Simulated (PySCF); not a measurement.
The calculation's input:

```
{"job": {"kind": "nmr", "xc": "PBE0", "basis": "pcSseg-1"}, "charge": 0, "multiplicity": 1}
O     -2.030615     0.585768    -1.308227
C     -2.713657     0.420132    -0.335897
O     -4.040144     0.547331    -0.344039
C     -2.184640     0.048013     1.025832
O     -0.818984    -0.094070     1.062086
Si     0.296129     0.056462    -0.128180
C      1.858883    -0.329357     0.868623
Si     3.409123    -0.377852    -0.205575
H     -4.354279     0.788032    -1.231821
H     -2.499988     0.827795     1.733712
H     -2.669233    -0.891041     1.329111
H      0.385171     1.416136    -0.656236
H      0.125284    -0.941678    -1.182166
H      1.745317    -1.283872     1.380198
H      1.988221     0.415931     1.652156
H      4.576953    -0.712947     0.619549
H      3.276946    -1.392433    -1.252025
H      3.640755     0.923968    -0.833039
```

Launched as:

```sh
OMP_NUM_THREADS=1 python probes_run.py task.json out
```

Geometry: GFN2-xTB.

Level of theory: PBE0/pcSseg-1, SCF density, gas phase, non-relativistic in PySCF.

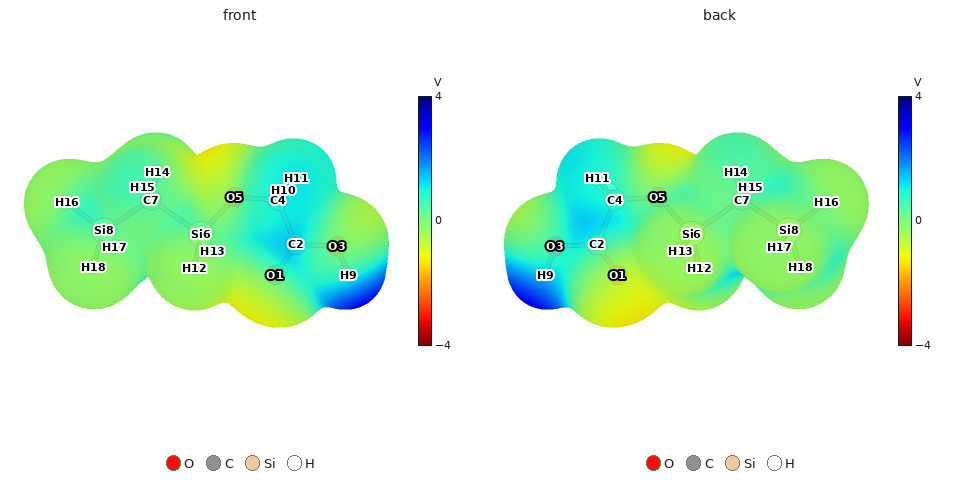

C$_{3}$H$_{10}$O$_{3}$Si$_{2}$ (SMILES O=C(O)CO[SiH2]C[SiH3]). The molecular electrostatic potential painted on the density surface at 0.002 e/bohr³, seen from the front and from behind; red is negative and blue positive.

Q: Which sites attract a positive test charge, and which a negative one?

A: A positive charge is drawn to the negative regions and a negative charge to the positive ones. The most negative region (about −1.2 V) lies over O1 and O5, the most positive (about +3.0 V) over H9.
